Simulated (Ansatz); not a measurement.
# LiHOs, from a guessed structure to a relaxed one, part 2 of 2

This structure for LiHOs is made up. Its elements were placed in a known structure type with a cell scaled to their sizes. What cell does the guess relax to, and how far off was it?

Ansatz 0.2.0; DFT, PBE, plane-wave PAW, files of the set soft_1, scalar-relativistic, no spin, cell and ions relaxed at zero pressure; PAW set soft_1 (the session's first sound run).

So far: The starting structure; Relaxing cell and atoms. The relaxed cell has a = 2.682, c = 4.361 Å (conventional setting).

## 3. Electronic structure of the relaxed cell

With the geometry fixed, one more self-consistent run, with a narrower smearing and the mesh shown in its input, gives the bands, and its pressure, and its forces where symmetry allows any, show how far the geometry depends on these settings.

This step: DFT, PBE, plane-wave PAW, files of the set soft_1, scalar-relativistic, no spin, bands and density of states at the relaxed cell; PAW set soft_1 (Ansatz 0.2.0).

input.yaml

```yaml
crystal:
  lattice:
    - [2.6819378468, 0.0, 0.0]
    - [0.0, 2.6819378468, 0.0]
    - [0.0, 0.0, 4.3606218553]
  atoms:
    - { symbol: Os, position: [0.0, 0.0, 0.0] }
    - { symbol: Li, position: [0.5, 0.5, 0.5] }
    - { symbol: H, position: [0.5, 0.5, 0.0] }
kpoints:
  mp_grid: { grid: [12, 12, 8] }
  band_path:
    path:
      - [[0.0, 0.0, 0.0], [0.0, 0.5, 0.0], [0.5, 0.5, 0.0], [0.0, 0.0, 0.0], [0.0, 0.0, 0.5], [0.0, 0.5, 0.5], [0.5, 0.5, 0.5], [0.0, 0.0, 0.5]]
      - [[0.0, 0.5, 0.0], [0.0, 0.5, 0.5]]
      - [[0.5, 0.5, 0.0], [0.5, 0.5, 0.5]]
    npoints: 8
scf:
  occupations: { method: fermi_dirac, width: 0.03 }
  n_extra_bands: 7
hamiltonian:
  xc: pbe
  pseudopotentials: { kind: paw, azcp: { folder: soft_1 } }
output:
  forces: true
  stress: true
  write_bands: true
  dos: { projected: true }
  write_density: true
  write_potential: true
  elf: true
  volumetric_format: npy
```

Launch:

```console
$ ansatz run input.yaml --threads 4 --pin off --max-ram 8192MiB --backend cpu --events-out ev --progress --plain --runs-dir out
```

Numbers of over 12 decimals in the logs are rounded to 6 here.

The log of the run:

```text
[...]
Crystal: 3 atoms, lattice volume = 31.365 Å³
Basis set: ecut = 420 eV, 627 PW (Γ), exchange–correlation on 36×36×60 points (8 copies of the dense FFT grid, shifted against one another)
Bands: 17, of which v1, the nominal top of the filled ones, is band 10 counted from 1 (9 counted from 0)
Symmetry: 16 space group operations
[...]
k-points: 140 of 1152
[...]
SCF iter   1: F=—  HF=-11606.132002 eV  |F-HF|=—  |Δ(HF+E_count)|=         —  Δρ=6.28e-2  dr2=1.92e0  ethr=3.10e-3  ⟨swp⟩=4.9  Hψ=10559  notcnv=0
[...]
SCF iter   7: F=-11605.649022 eV  HF=-11605.649022 eV  |F-HF|=1.64e-9  |Δ(HF+E_count)|=   1.13e-7  Δρ=5.43e-6  dr2=4.17e-9  ethr=5.00e-10  ⟨swp⟩=12.0  Hψ=14298  notcnv=0
SCF 1 converged in 7 iterations: F = -11605.649022 eV  dr2 = 4.17e-9
[...]
NSCF: frozen V_eff on 75 k-points
SCF converged after 7 iterations
Free energy (F): -11605.649022 eV
[...]
Internal energy: -11605.645095 eV  (E = F + TS)
E sigma→0 (E₀):  -11605.647059 eV
Entropy (-TS):   -0.003927 eV (-1.309 meV/atom)
Fermi energy:    12.238131 eV
[...]
--- Stress (GPa, compression-positive) ---
        0.720286       0.000000       0.000000
        0.000000       0.720286       0.000000
        0.000000       0.000000      -0.354054
  P = ⅓ Tr σ = 0.3622 GPa (3.622 kbar)
--- Band table (eV; the first three rows and the last of 140) ---
  k-point 0: bands = [... 6 lower, 7.5156, 8.4538, 12.5182, 12.9378, 12.9378, 13.9765, 19.1233, 24.2181, ... 3 higher]
  k-point 1: bands = [... 6 lower, 7.5180, 8.5566, 12.2739, 12.9205, 12.9205, 13.9768, 19.4323, 24.4100, ... 3 higher]
  k-point 2: bands = [... 6 lower, 7.5236, 8.8631, 11.6551, 12.8795, 12.8795, 13.9775, 20.2626, 24.9617, ... 3 higher]
  k-point 139: bands = [... 6 lower, 9.3495, 9.3495, 12.6048, 16.2357, 17.3874, 17.3874, 19.0497, 19.7989, ... 3 higher]
```

It took 1.6 s on 4 threads of Arm Neoverse V2, shared host; peak memory 0.34 GiB; 5.6 s of CPU time.

Numbers from this step:

```yaml
free_energy: -11605.6490 eV
energy_at_zero_smearing: -11605.6471 eV
smearing_term_ts: 0.003927 eV
fermi_energy: 12.24 eV
pressure: 0.3622 GPa
```

From bands.tsv, the bands that come nearest the Fermi level along the path, at its corners, in eV from the Fermi level:

| point | band 6 | band 7 | band 8 | band 9 | band 10 | band 11 | band 12 | band 13 |
| --- | --- | --- | --- | --- | --- | --- | --- | --- |
| Γ | -10.79 | -4.72 | -3.78 | 0.28 | 0.70 | 0.70 | 1.74 | 6.89 |
| X | -5.45 | -5.18 | -3.85 | -2.45 | -1.26 | 1.16 | 4.67 | 6.03 |
| M | -9.28 | -2.41 | -2.41 | -0.53 | 2.83 | 2.83 | 4.00 | 7.29 |
| Γ | -10.79 | -4.72 | -3.78 | 0.28 | 0.70 | 0.70 | 1.74 | 6.89 |
| Z | -10.75 | -4.71 | -2.37 | -1.98 | 0.58 | 0.58 | 1.74 | 10.35 |
| R | -5.49 | -4.97 | -4.00 | -1.24 | -0.52 | 0.38 | 1.11 | 5.90 |
| A | -9.32 | -2.89 | -2.89 | 0.37 | 4.00 | 5.15 | 5.15 | 6.81 |
| Z | -10.75 | -4.71 | -2.37 | -1.98 | 0.58 | 0.58 | 1.74 | 10.35 |
| X | -5.45 | -5.18 | -3.85 | -2.45 | -1.26 | 1.16 | 4.67 | 6.03 |
| R | -5.49 | -4.97 | -4.00 | -1.24 | -0.52 | 0.38 | 1.11 | 5.90 |
| M | -9.28 | -2.41 | -2.41 | -0.53 | 2.83 | 2.83 | 4.00 | 7.29 |
| A | -9.32 | -2.89 | -2.89 | 0.37 | 4.00 | 5.15 | 5.15 | 6.81 |

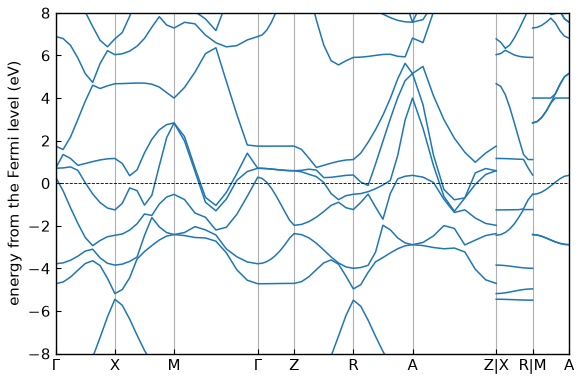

Bands along the path. 5 bands lie wholly below the window drawn.

States per cell as run, both spins, in windows of 1 eV, from dos.tsv (zero at the Fermi level):

```
from  to  total
  -8  -7   0.54
  -7  -6   0.23
  -6  -5   0.04
  -5  -4   0.43
  -4  -3   2.31
  -3  -2   1.65
  -2  -1   1.43
  -1   0   2.11
   0   1   1.53
   1   2   0.75
   2   3   0.54
   3   4   0.43
   4   5   0.58
   5   6   0.52
```

Below -8 eV lie 11.2 more states.

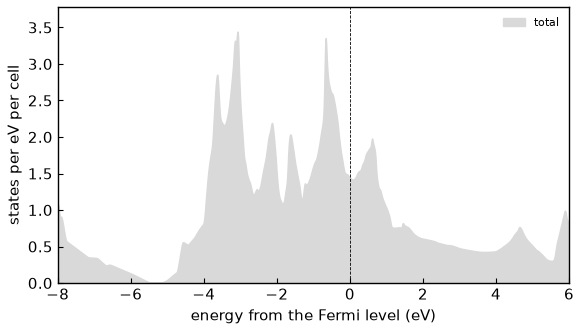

Total density of states, smoothed over about 0.04 eV.

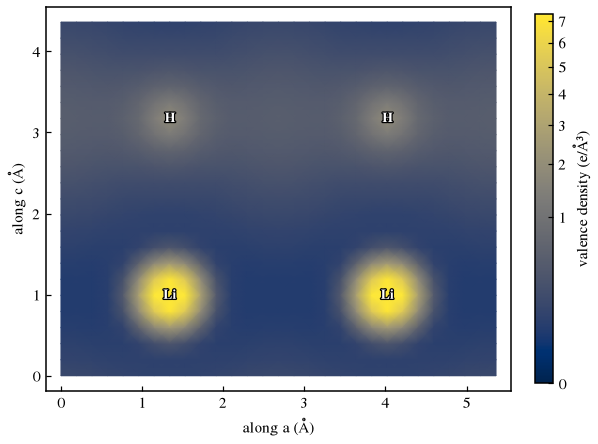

Valence density in the ac plane at fractional y = 0.500, with atoms of Li and H within 0.2 Å of it. It is the smooth field of the valence electrons, not physical close to the nuclei. The map starts off the cell's origin, so that atoms lie inside it. The colour scale is stretched toward low values.

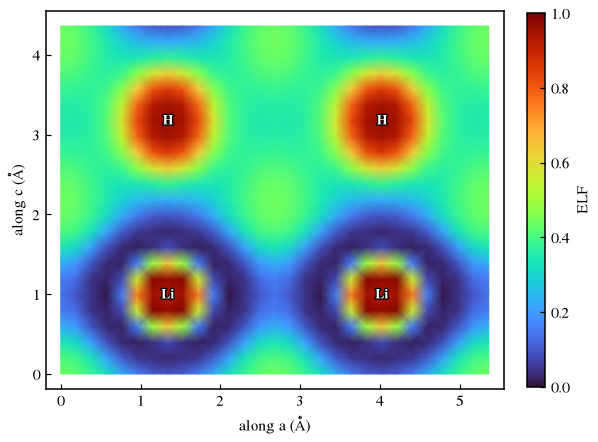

ELF in the ac plane at fractional y = 0.500, with atoms of Li and H within 0.2 Å of it. It is the smooth field of the valence electrons, not physical close to the nuclei. The map starts off the cell's origin, so that atoms lie inside it.

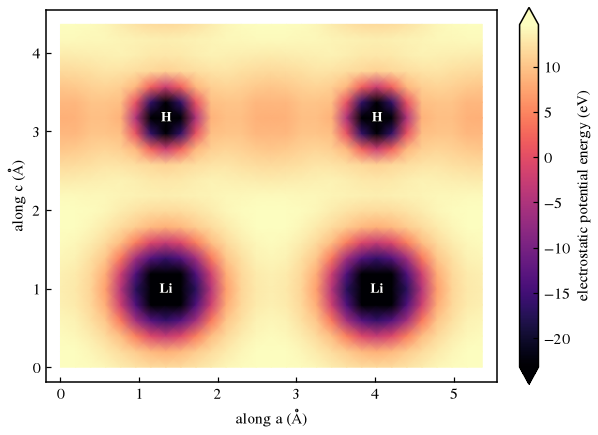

Electrostatic potential energy in the ac plane at fractional y = 0.500, with atoms of Li and H within 0.2 Å of it. With pseudopotentials it is smooth inside the atoms' cores, unlike the true potential. The map starts off the cell's origin, so that atoms lie inside it.

## 4. Results

```yaml
space_group_relaxed: P4/mmm
conventional_cell: a = 2.682, b = 2.682, c = 4.361 Å; α = 90.0°, β = 90.0°, γ = 90.0°
volume_per_atom: 10.46 Å³ (guess 9.79)
```

LiHOs relaxes to P4/mmm with a = 2.682, b = 2.682 and c = 4.361 Å. The guessed volume was 6 % too small. The space group P4/mmm was held in the relaxation, so the end point is a stationary structure within it and may be a saddle against distortions or other arrangements. Bands cross the Fermi level, so it is a metal or semimetal at this level. On the 12×12×8 mesh with the narrower smearing (relaxed on 10×10×7) the forces vanish, as symmetry may demand, and the largest stress component is 0.720 GPa, against the relaxation's thresholds of 0.015 eV/Å and 0.05 GPa. The cutoff wasn't tested. A vector of the cell changed its length by 12 %, more than the volume shows. Spin-orbit coupling is left out, which can matter for elements this heavy. No dispersion term is used, so weakly bound directions may come out too long. The runs have no spin, and magnetism wasn't tested. Nothing here tests whether the compound is stable against decomposition.

[Logs are printed without paths, hosts, clocks, repeated set-up lines and the standing remarks that a program may print on its own settings, such as how far it seeks lower states.]

[Hosts, paths, dates, database ids (printed as entryN), source tags and the programs' standing remarks are cut or masked in the printed files.]
